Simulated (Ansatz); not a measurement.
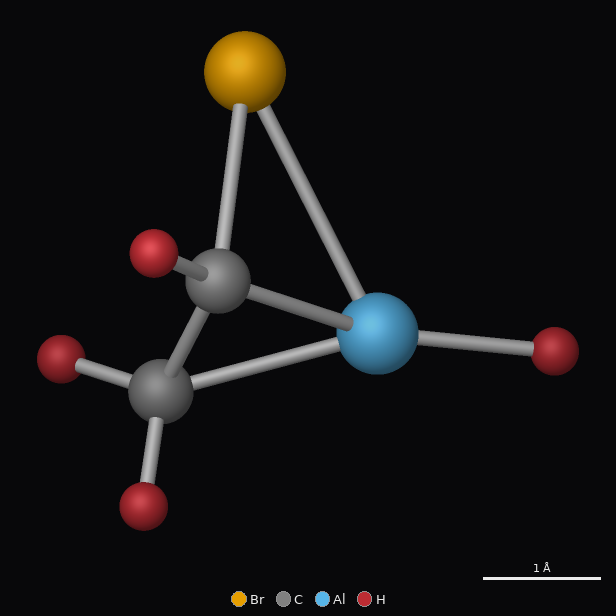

Rendered structure (ball-and-stick style).

Identify the structure.

It has 8 atoms: 2 carbon, 4 hydrogen, 1 aluminium and 1 bromine (C2H4AlBr). The point group is C1. Coordination, clear cases only: 1 C see-saw.

More results for the same structure follow; atom numbers are the same in all pictures, views and colours differ. The geometry was computed by an optimisation with PBE0-D4/def2-TZVP.

Dipole moment

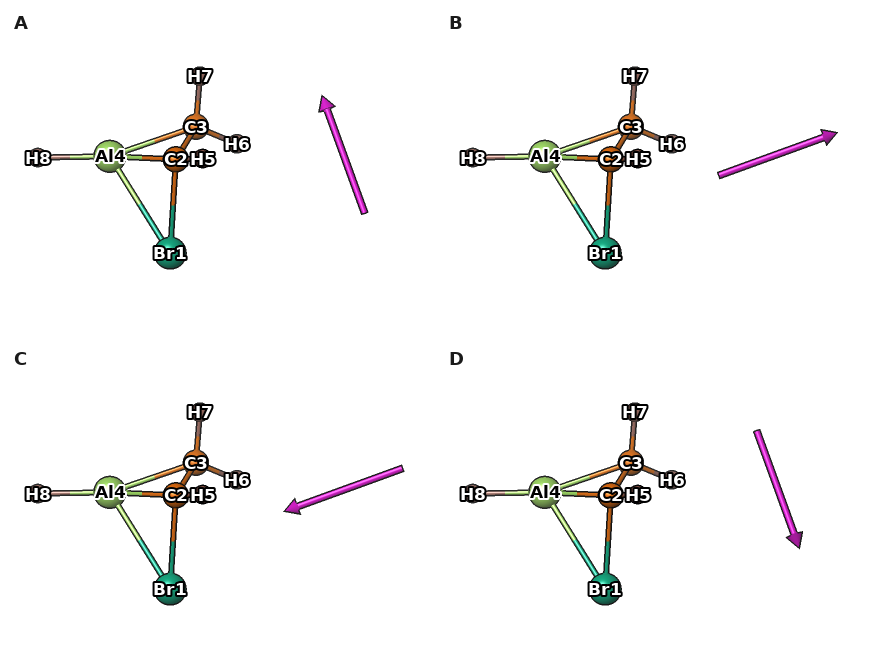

The same molecule four times, each with an arrow. Level of theory: RKS PBE0-D4/def2-TZVP (Ansatz 0.2.0).

Which arrow points along the dipole moment, from the negative to the positive end?

A. The dipole moment is 0.87 D; it points from the side of Br1 to the side of H7 (the outermost atoms at the two ends).

Vibrations

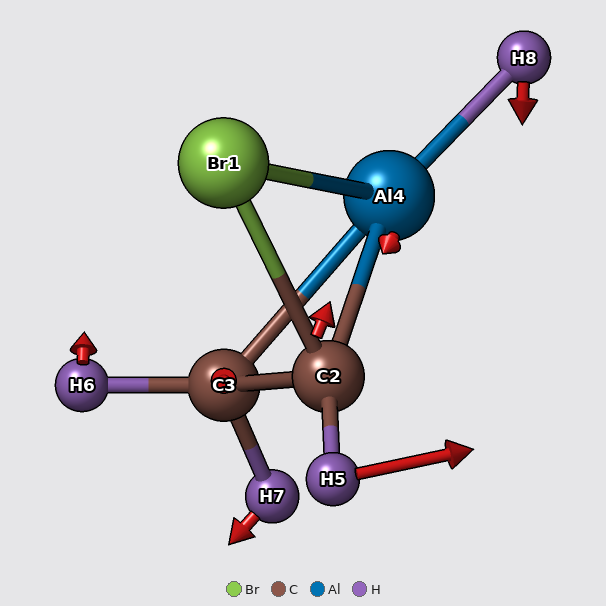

The arrows show one normal mode. Harmonic vibrations computed with RKS PBE0-D4/def2-TZVP (Ansatz 0.2.0) at a stationary point of the same level.

At what wavenumber does it lie?

650 cm⁻¹; it is mode 7 of 18 counted from the lowest.

Thermal motion

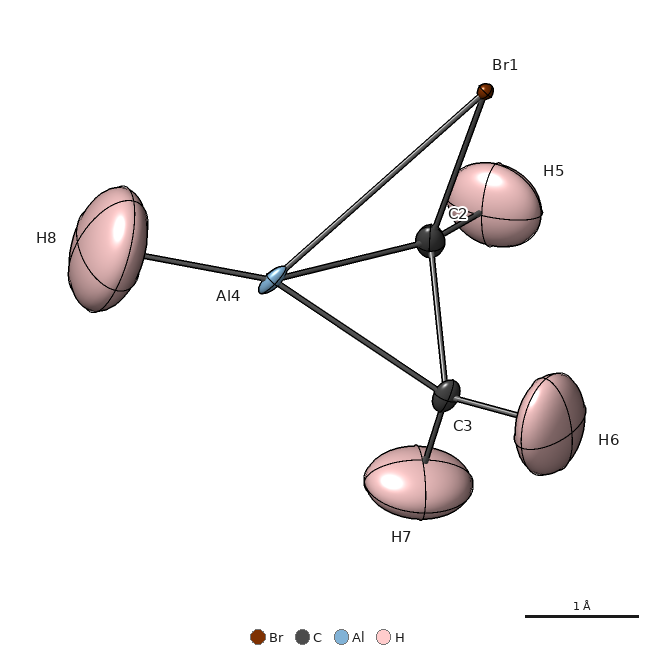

Displacement ellipsoids at the 50 % level, enlarged 2 times, from the internal vibrations of the free molecule (harmonic, no overall translation or rotation; no half-axis is drawn under 0.075 Å). Vibrations computed with RKS PBE0-D4/def2-TZVP (Ansatz 0.2.0). Temperature: 100 K.

Which atom has the largest mean-square displacement?

H8, with U_eq = 0.0256 Å².

Does H6 move more along its bond or across it?

Across it: the root-mean-square amplitude is 0.079 Å along the bond and up to 0.160 Å across, since bending and torsion are softer than stretching.

List U_eq and the three principal root-mean-square amplitudes for each kind of atom.

```csv
atom,U_eq (Å²),rms amplitudes (Å)
Br1,0.00017,"0.005, 0.011, 0.019"
C2,0.0024,"0.037, 0.042, 0.062"
C3,0.0017,"0.029, 0.037, 0.054"
Al4,0.0012,"0.017, 0.022, 0.054"
H5,0.0150,"0.082, 0.128, 0.148"
H6,0.0166,"0.078, 0.134, 0.160"
H7,0.0163,"0.087, 0.130, 0.157"
H8,0.0256,"0.095, 0.178, 0.190"
```
